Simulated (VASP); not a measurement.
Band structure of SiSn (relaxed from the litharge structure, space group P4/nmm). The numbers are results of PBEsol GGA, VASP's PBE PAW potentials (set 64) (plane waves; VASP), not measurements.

Unless said otherwise, spin-orbit coupling is left out, though it shifts the bands of the heavy elements here.

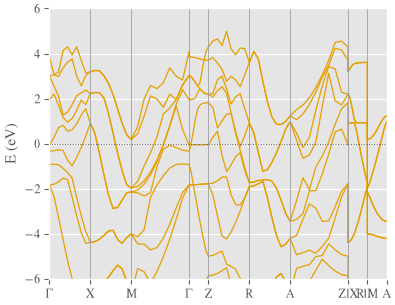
Fig. 1. Bands along high-symmetry lines, zero at the valence-band maximum or, without a gap, the Fermi level

Task: Read the plot: is there a gap, and where are the band edges?

Result: It has no gap at this level: it comes out as a metal or semimetal. (Edges off the drawn lines would not show.)

The structure was generated: SiSn was put into the litharge type (P4/nmm), which need not be its known phase. It was relaxed first, which changed the volume by -42 %. VASP warned that the highest band is occupied, so more bands are needed.
